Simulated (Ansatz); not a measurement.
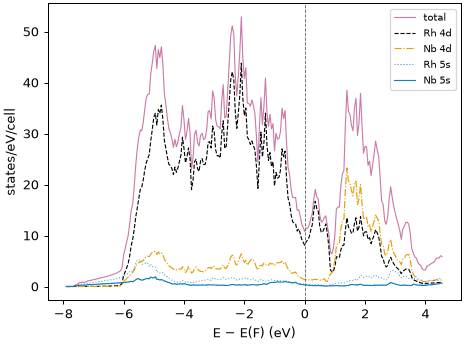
Total and projected density of states of NbRh3 in space group P6_3/mmc (No. 194; Nb on 2b, Nb on 4f, Rh on 6h, Rh on 12k), the program Ansatz at the PBEsol level (PAW)

Which orbitals carry the states next to the Fermi level?

Within 0.5 eV of the Fermi level: Rh 4d 78 %, Nb 4d 12 %. Projections are on Löwdin-orthogonalised atomic valence shells; empty p or d shells of many metals are not among them.

Where is the tallest occupied peak in this window, and what makes it?

Near -2.1 eV, about 53 states/eV per cell; the largest projected share is Rh 4d.

The workflow started from a Materials Project entry (that database holds measured and hypothetical structures alike); the Crystallography Open Database copy checked does not list it. COD files the formula under space group No. 221. Its standing as an ambient phase is unchecked. The PBEsol relaxation kept the symmetry of its start; whether a distortion lowers the energy is not shown. The run is not spin-polarised. Spin–orbit coupling is left out wherever it is not named.

Potentials: the later of the program's two PAW sets.
